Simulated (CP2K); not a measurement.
# BCl2F (SMILES FB(Cl)Cl): PBE/TZV2P-MOLOPT-PBE-GTH (core potential)

What is the vertical ionisation energy of BCl2F at PBE/TZV2P-MOLOPT-PBE-GTH (core potential)? 

Program for the calculation: CP2K 2026.2.

1 further run of the same task is left out (set aside as unsound or not needed).

### Step 1. The structure to begin with

The species is BCl2F (4 atoms), meant as a singlet with charge 0. As SMILES, `FB(Cl)Cl`. Geometry: relaxed at PBE0-D4/def2-TZVP.

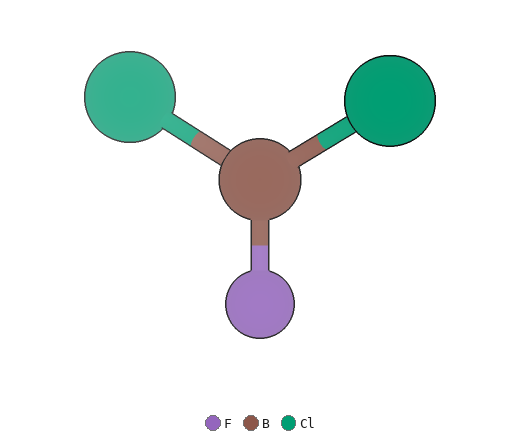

The structure, seen from a chosen angle (fluorine purple, boron brown, chlorine teal).

### Step 2. The energy at PBE/TZV2P-MOLOPT-PBE-GTH (core potential)

run.inp reads:

```
&FORCE_EVAL
  METHOD QUICKSTEP
  &DFT
    BASIS_SET_FILE_NAME BASIS_MOLOPT_UZH
    POTENTIAL_FILE_NAME POTENTIAL_UZH
    CHARGE 0
    MULTIPLICITY 1
    ! Quickstep
    &QS
      METHOD GPW
      EPS_DEFAULT 1.0E-10
    &END QS
    &MGRID
      CUTOFF 400
      REL_CUTOFF 50
      NGRIDS 4
    &END MGRID
    ! cluster boundary conditions
    &POISSON
      PERIODIC NONE
      POISSON_SOLVER MULTIPOLE
    &END POISSON
    ! SCF settings
    &SCF
      SCF_GUESS ATOMIC
      EPS_SCF 1.0E-06
      MAX_SCF 30
      &OT ON
        MINIMIZER DIIS
        PRECONDITIONER FULL_ALL
      &END OT
      &OUTER_SCF
        EPS_SCF 1.0E-06
        MAX_SCF 8
      &END OUTER_SCF
    &END SCF
    ! exchange and correlation
    &XC
      &XC_FUNCTIONAL PBE
      &END XC_FUNCTIONAL
    &END XC
    ! extra output
    &PRINT
      &MOMENTS
        PERIODIC F
        REFERENCE COM
        MAX_MOMENT 1
      &END MOMENTS
      &MO_CUBES
        NLUMO 1
        NHOMO -1
        WRITE_CUBE F
      &END MO_CUBES
      &HIRSHFELD OFF
      &END HIRSHFELD
    &END PRINT
  &END DFT
  ! atoms, cell and kinds
  &SUBSYS
    &CELL
      ABC [angstrom] 10 9 8.4
      PERIODIC NONE
    &END CELL
    &COORD
      F      5.175510     3.481270     3.523695
      B      5.069050     4.565980     4.250845
      Cl     3.511600     5.020370     4.876305
      Cl     6.488400     5.518730     4.568695
    &END COORD
    &KIND F
      BASIS_SET TZV2P-MOLOPT-PBE-GTH-q7
      POTENTIAL GTH-PBE-q7
    &END KIND
    &KIND B
      BASIS_SET TZV2P-MOLOPT-PBE-GTH-q3
      POTENTIAL GTH-PBE-q3
    &END KIND
    &KIND Cl
      BASIS_SET TZV2P-MOLOPT-PBE-GTH-q7
      POTENTIAL GTH-PBE-q7
    &END KIND
  &END SUBSYS
&END FORCE_EVAL
&GLOBAL
  PROJECT run
  RUN_TYPE ENERGY
  PRINT_LEVEL MEDIUM
&END GLOBAL
```

Run with:

```
$ OMP_NUM_THREADS=1 cp2k.psmp -i run.inp -o run.out
```

The program printed (excerpt; [...] marks lines left out):

```text
CP2K| version string:                                       CP2K version 2026.2
[...]
 GLOBAL| Method name                                                        CP2K
[...]
 GLOBAL| Run type                                                         ENERGY
[...]
 DFT| Spin restricted Kohn-Sham (RKS) calculation                            RKS
 DFT| Multiplicity                                                             1
[...]
 DFT| Charge                                                                   0
[...]
 FUNCTIONAL| PBE:
 QS| Method:                                                                 GPW
[...]
 QS| Density cutoff [a.u.]:                                                200.0
[...]
 QS| Relative density cutoff [a.u.]:                                        25.0
[...]
                             - Atoms:                                          4
[...]
                             - Spherical basis functions:                    116
[...]
 Number of electrons:                                                         24
[...]
     1 OT DIIS     0.15E+00    1.0     0.13181095       -54.7328819975 -5.47E+01
[...]
     3 OT DIIS     0.15E+00    1.0     0.00000064       -57.1573671953 -1.11E-10
  *** SCF run converged in     3 steps ***
[...]
  Overlap energy of the core charge distribution:               0.00000152586231
  Self energy of the core charge distribution:               -137.81103483365459
  Core Hamiltonian energy:                                     35.61672521666674
  Hartree energy:                                              56.59786124342643
  Exchange-correlation energy:                                -11.56092034759877
  Total energy:                                               -57.15736719529789
[...]
                     Mulliken Population Analysis
 #  Atom  Element  Kind  Atomic population                           Net charge
       1     F        1          7.315745                             -0.315745
       2     B        2          2.147688                              0.852312
       3     Cl       3          7.268097                             -0.268097
       4     Cl       3          7.268470                             -0.268470
 # Total charge                             24.000000                  0.000000
[...]
  Dipole moment [Debye]
    X= -0.2569205E-01 Y=  0.2244386E+00 Z=  0.1484108E+00  Total=      0.2702934
[...]
 WARNING : did not converge in ot_eigensolver
 number of iterations          299  exceeded maximum
 current gradient / target gradient   2.0320418902600411E-005  /    1.0000000000000001E-005
[...]
 HOMO - LUMO gap [eV] :    5.931804
 ENERGY| Total FORCE_EVAL ( QS ) energy [hartree]            -57.157367195297887
[...]
```

It took 36 s on 1 thread of Arm Neoverse V1, shared host; peak memory 0.69 GiB.

### Step 3. The doublet cation

gas.inp reads:

```
&GLOBAL
    PROJECT_NAME gas
    RUN_TYPE ENERGY
    PRINT_LEVEL MEDIUM
&END GLOBAL
&FORCE_EVAL
    METHOD Quickstep
    &DFT
        BASIS_SET_FILE_NAME BASIS_MOLOPT_UZH
        POTENTIAL_FILE_NAME POTENTIAL_UZH
        CHARGE 1
        MULTIPLICITY 2
        UKS T
        &QS
            METHOD GPW
            EPS_DEFAULT 1.0E-10
        &END QS
        &MGRID
            CUTOFF 400
            REL_CUTOFF 50
            NGRIDS 4
        &END MGRID
        &POISSON
            PERIODIC NONE
            POISSON_SOLVER MULTIPOLE
        &END POISSON
        &SCF
            SCF_GUESS ATOMIC
            EPS_SCF 1.0E-06
            MAX_SCF 40
            &OT ON
                MINIMIZER DIIS
                PRECONDITIONER FULL_ALL
            &END OT
            &OUTER_SCF
                EPS_SCF 1.0E-06
                MAX_SCF 10
            &END OUTER_SCF
        &END SCF
        &XC
            &XC_FUNCTIONAL PBE
            &END XC_FUNCTIONAL
        &END XC
        &PRINT
            &MOMENTS
                PERIODIC F
                REFERENCE COM
                MAX_MOMENT 1
            &END MOMENTS
            &MO_CUBES
                NLUMO 5
                NHOMO -1
                WRITE_CUBE F
            &END MO_CUBES
            &HIRSHFELD OFF
            &END HIRSHFELD
        &END PRINT
    &END DFT
    &SUBSYS
        &CELL
            ABC [angstrom] 10 9 8.4
            PERIODIC NONE
        &END CELL
        &COORD
            F      5.175510     3.481270     3.523695
            B      5.069050     4.565980     4.250845
            Cl     3.511600     5.020370     4.876305
            Cl     6.488400     5.518730     4.568695
        &END COORD
        &KIND F
            BASIS_SET TZV2P-MOLOPT-PBE-GTH-q7
            POTENTIAL GTH-PBE-q7
        &END KIND
        &KIND B
            BASIS_SET TZV2P-MOLOPT-PBE-GTH-q3
            POTENTIAL GTH-PBE-q3
        &END KIND
        &KIND Cl
            BASIS_SET TZV2P-MOLOPT-PBE-GTH-q7
            POTENTIAL GTH-PBE-q7
        &END KIND
    &END SUBSYS
&END FORCE_EVAL
```

Run with:

```
$ OMP_NUM_THREADS=1 cp2k.psmp -i gas.inp > gas.out 2>&1
```

The program printed (excerpt; [...] marks lines left out):

```text
CP2K| version string:                                       CP2K version 2026.2
[...]
 GLOBAL| Method name                                                        CP2K
[...]
 GLOBAL| Run type                                                         ENERGY
[...]
 DFT| Spin unrestricted (spin-polarized) Kohn-Sham calculation               UKS
 DFT| Multiplicity                                                             2
[...]
 DFT| Charge                                                                   1
[...]
 FUNCTIONAL| PBE:
 QS| Method:                                                                 GPW
[...]
 QS| Density cutoff [a.u.]:                                                200.0
[...]
 QS| Relative density cutoff [a.u.]:                                        25.0
[...]
                             - Atoms:                                          4
[...]
                             - Spherical basis functions:                    116
[...]
 Number of electrons:                                                         12
[...]
     1 OT DIIS     0.15E+00    1.6     0.06184144       -54.5031072217 -5.45E+01
[...]
    39 OT DIIS     0.15E+00    1.7     0.00000073       -56.7395735056 -1.06E-09
  *** SCF run converged in    39 steps ***
[...]
  Overlap energy of the core charge distribution:               0.00000152586231
  Self energy of the core charge distribution:               -137.81103483365459
  Core Hamiltonian energy:                                     35.22136010720438
  Hartree energy:                                              57.05576536856910
  Exchange-correlation energy:                                -11.20566567358974
  Total energy:                                               -56.73957350560855
[...]
                     Mulliken Population Analysis
 #  Atom  Element  Kind  Atomic population (alpha,beta) Net charge  Spin moment
       1     F        1         3.652985     3.599141    -0.252127     0.053844
       2     B        2         1.027407     1.049777     0.922816    -0.022370
       3     Cl       3         3.659918     3.175363     0.164719     0.484555
       4     Cl       3         3.659689     3.175718     0.164592     0.483971
 # Total charge and spin       12.000000    11.000000     1.000000     1.000000
[...]
 HOMO - LUMO gap [eV] :    0.627724
 ENERGY| Total FORCE_EVAL ( QS ) energy [hartree]            -56.739573505608554
[...]
```

It took 2.3 min on 1 thread of Arm Neoverse V1, shared host; peak memory 0.87 GiB.

### Step 4. Summary of results

Level: PBE/TZV2P-MOLOPT-PBE-GTH (core potential).

| quantity | value |
| --- | --- |
| singlet BCl2F: total energy | -57.15737 Eh |
| singlet BCl2F: dipole moment | 0.27 D |
| singlet BCl2F: HOMO energy | -7.92 eV |
| singlet BCl2F: LUMO energy | -1.99 eV |
| singlet BCl2F: HOMO–LUMO gap | 5.93 eV |
| doublet cation: total energy | -56.73957 Eh |
| doublet cation: HOMO energy (highest over α and β) | -15.44 eV |
| doublet cation: LUMO energy (lowest over α and β) | -14.81 eV |
| doublet cation: ⟨S²⟩ | 0.753 |
| vertical ionisation energy (to the doublet cation) | 11.369 eV |

**Reading.** The vertical ionisation energy comes to 11.37 eV (1097 kJ/mol). The negative HOMO energy of the first species, 7.92 eV, lies 3.45 eV below that difference.
